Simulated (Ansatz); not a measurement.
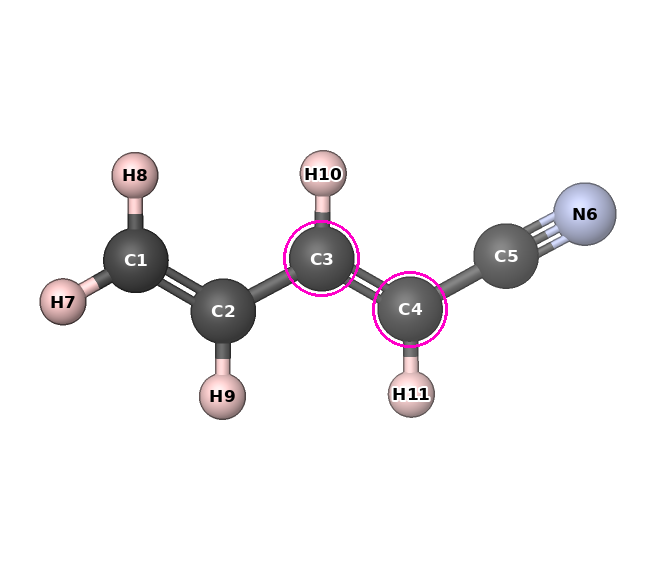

Depth is shown by fading: the farther an atom, the more it takes the colour of the background. Circles mark the stereogenic atoms. Computed geometry: PBE0-D4/def2-TZVP optimisation.

Give the R/S and E/Z labels.

Answer. C3=C4: E.
